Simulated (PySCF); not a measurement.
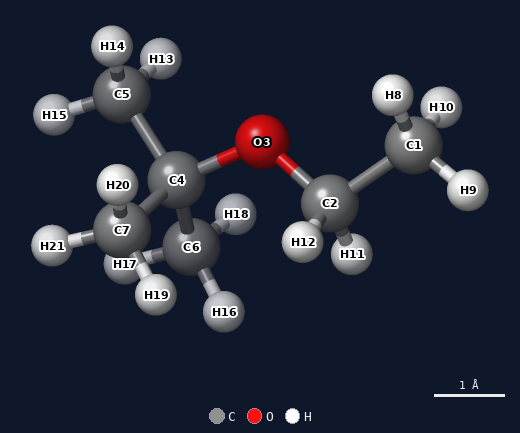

C$_{6}$H$_{14}$O, before the relaxation. Style: ball-and-stick. Shown at a tilt.

The start comes from GFN2-xTB.

Method: PBE0-D3(BJ)/def2-SVP geometry optimisation, gas phase in PySCF 2.14.0, density-fitted response routines.

```xyz
21

C     2.9035   -0.1860    0.2416
C     1.4916   -0.5301   -0.2111
O     0.6053    0.3390    0.4582
C    -0.7912    0.2129    0.1986
C    -1.4240    1.2953    1.0793
C    -1.1290    0.4866   -1.2738
C    -1.3292   -1.1654    0.6074
H     2.9874   -0.3105    1.3173
H     3.6214   -0.8356   -0.2517
H     3.1286    0.8481   -0.0030
H     1.4143   -0.4058   -1.3006
H     1.2717   -1.5791    0.0338
H    -1.0302    2.2683    0.7994
H    -1.1732    1.1128    2.1202
H    -2.5040    1.2993    0.9659
H    -0.7815   -0.3196   -1.9162
H    -2.2060    0.5733   -1.3901
H    -0.6650    1.4166   -1.5942
H    -0.9772   -1.9422   -0.0675
H    -1.0070   -1.4046    1.6180
H    -2.4153   -1.1565    0.5782
```

**Predict the outcome.**

The energy falls by 0.054 eV in 3 geometry steps. Largest force component: 0.8 eV/Å at the start, 0.0068 eV/Å at the end. The atom that moves furthest after the best rigid fit is H19 (0.068 Å). Largest moves by element: H 0.068 Å, C 0.025 Å, O 0.013 Å. Among the contacts that change: C1–H10 1.086 → 1.100 Å, C1–C2 1.522 → 1.511 Å, C2–O3 1.410 → 1.400 Å, C4–C5 1.532 → 1.523 Å. The run took of the order of 50 core-seconds on a shared host.

Final geometry:

```xyz
21

C     2.8804   -0.1932    0.2363
C     1.4771   -0.5261   -0.2155
O     0.5961    0.3344    0.4497
C    -0.7996    0.2162    0.1994
C    -1.4157    1.2954    1.0796
C    -1.1197    0.4914   -1.2701
C    -1.3179   -1.1604    0.6167
H     2.9729   -0.3223    1.3248
H     3.6161   -0.8443   -0.2588
H     3.1212    0.8535   -0.0016
H     1.4007   -0.4122   -1.3148
H     1.2531   -1.5873    0.0096
H    -1.0166    2.2810    0.7987
H    -1.1585    1.1120    2.1330
H    -2.5107    1.3139    0.9794
H    -0.7265   -0.2944   -1.9324
H    -2.2079    0.5367   -1.4247
H    -0.6853    1.4543   -1.5786
H    -0.9261   -1.9620   -0.0271
H    -1.0261   -1.3760    1.6556
H    -2.4155   -1.1937    0.5507
```

The end point in the same view:

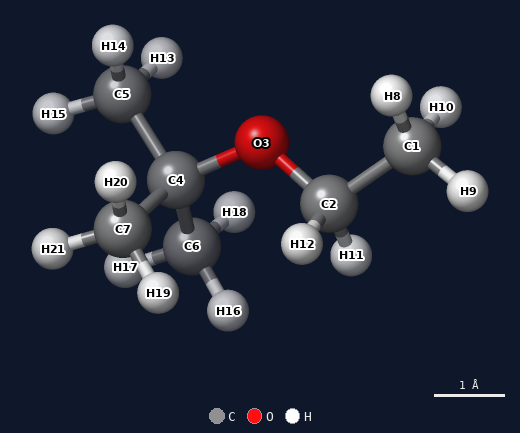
